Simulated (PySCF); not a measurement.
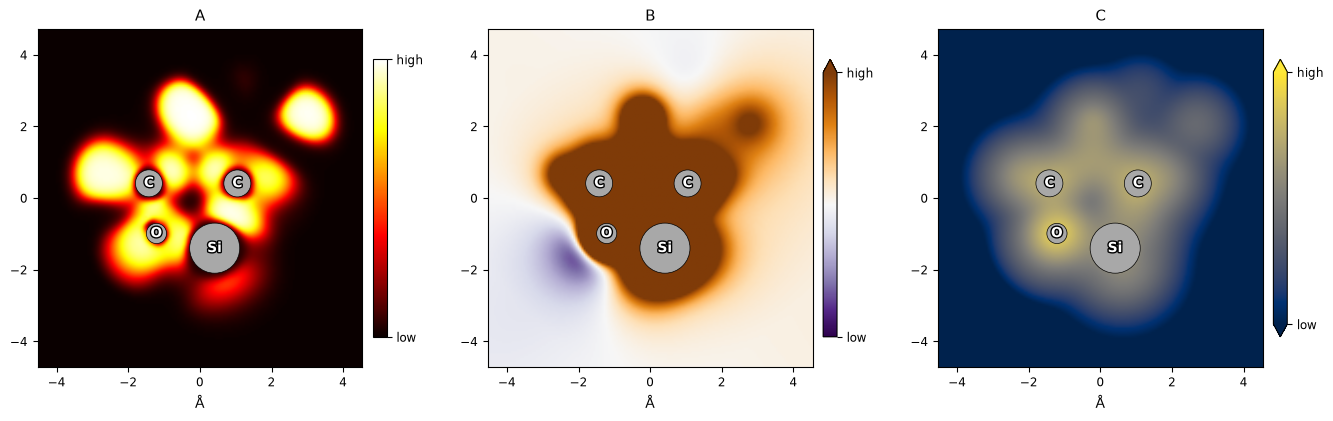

C4H8F2O2Si: 3 fields on the plane of atoms C5, Si9 and O8, with unlabelled colour scales. Grey discs cover the atomic cores.

Geometry: PBE0-D3(BJ)/def2-SVP.

The calculation used PBE0/pcSseg-1, SCF density, gas phase, non-relativistic in PySCF.

Q: The panels show electron density, electron localisation function and electrostatic potential in some order. Assign them.

A: Panel A: electron localisation function. Panel B: electrostatic potential (strongly positive close to the atoms, with negative regions outside electron-rich atoms). Panel C: electron density. From the grid: Si–O (1.68 Å): ρ is about 1.1 e/Å³ halfway; the ELF peaks at about 0.85 between the atoms; a shared but strongly polarised pair.
